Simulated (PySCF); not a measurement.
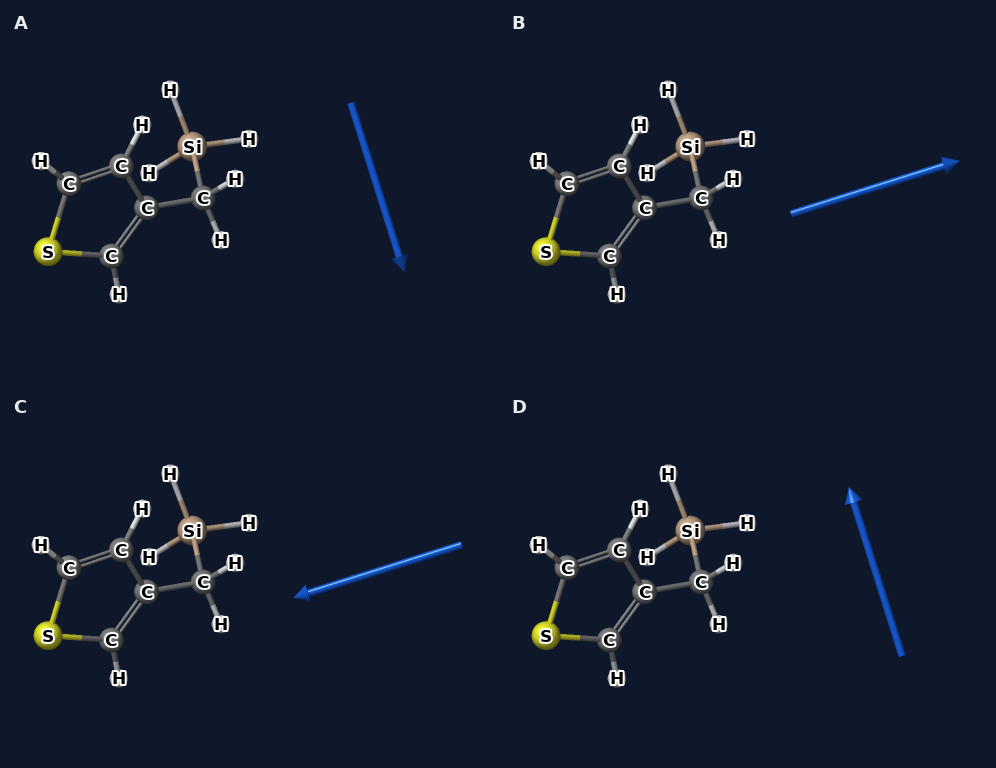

The same molecule four times, each with an arrow. The geometry was computed by an optimisation with GFN2-xTB. No frequency run is at hand to confirm it as a minimum. Properties computed with CAM-B3LYP/def2-SVPD, gas phase (PySCF 2.14.0).

> Which arrow points along the dipole moment, from the negative to the positive end?

B. The dipole moment is 0.80 D.

The geometry is semi-empirical. Around Si such bond lengths and angles can be off by a tenth of an ångström or more and by several degrees, and values that hang on the shape move with them.
